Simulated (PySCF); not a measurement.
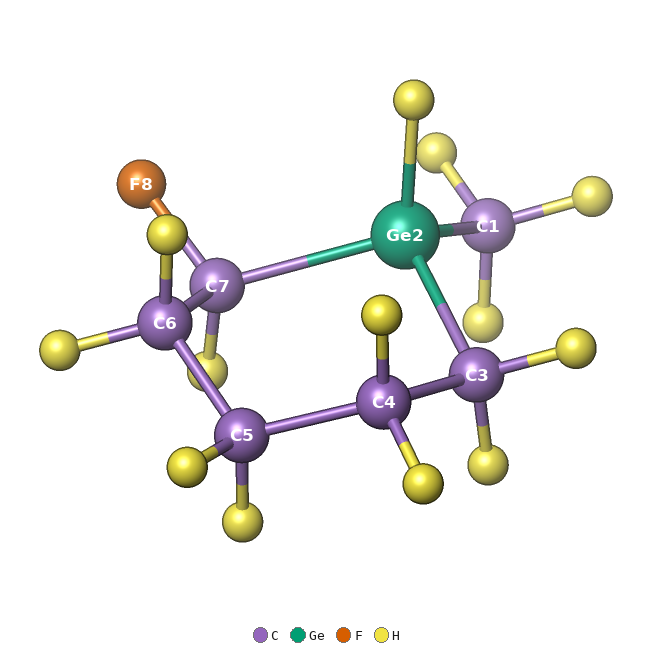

Atoms fade into the background with distance from the viewer. Computed geometry: PBE0-D3(BJ)/def2-SVP optimisation. No frequency run is at hand to confirm it as a minimum.

**What is the conformation of the ring Ge2–C3–C4–C5–C6–C7?**

It is a chair (Cremer–Pople θ = 3°, folded into 0 to 90°). The Cremer–Pople amplitude Q is 0.60 Å.

**Give the torsion angles round the ring, beginning with the bond from its second to its third atom.**

55°, −67°, 68°, −58°, 45°, −43°.

**Are the substituents other than hydrogen axial or equatorial?**

C1 on Ge2 is equatorial; F8 on C7 is equatorial.
